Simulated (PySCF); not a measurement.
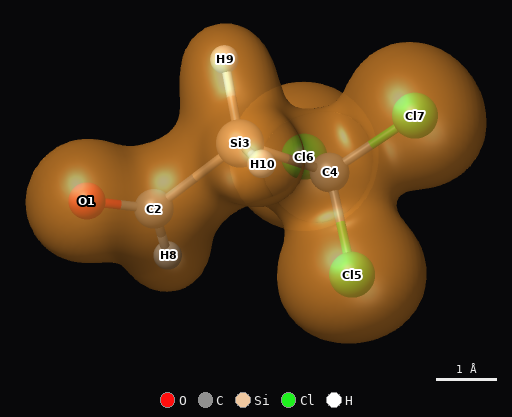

C2H3Cl3OSi (SMILES O=C[SiH2]C(Cl)(Cl)Cl). Isosurface of the total electron density at 0.2 e/Å³ (orange), seen at an oblique angle.

Geometry: GFN2-xTB.

Theory: B3LYP/def2-SVPD, SCF density, gas phase (PySCF 2.14.0).

```xyz
10

O    -2.8423   -0.3783    0.1251
C    -1.6611   -0.5666    0.2331
Si   -0.3558    0.7935   -0.1752
C     1.3521   -0.1204   -0.0519
Cl    1.5852   -0.7293    1.6017
Cl    1.3644   -1.5008   -1.1742
Cl    2.6991    0.9550   -0.4583
H    -1.2923   -1.5531    0.5834
H    -0.4901    1.2656   -1.5473
H    -0.3502    1.8390    0.8411
```

Question: Which contacts does the surface bridge?

Answer: At this value the surface is in one piece. It bridges the sampled C–O (1.20 Å), C–Cl (1.77 Å), C–Si (1.93 Å) and C–H (1.11 Å) contacts, where the density stays above the isovalue. On the grid the lowest density along these lines, outside the cores, is 2.9 e/Å³ (C–O, 1.20 Å), 1.3 e/Å³ (C–Cl, 1.77 Å), 0.76 e/Å³ (C–Si, 1.93 Å) and 1.9 e/Å³ (C–H, 1.11 Å).
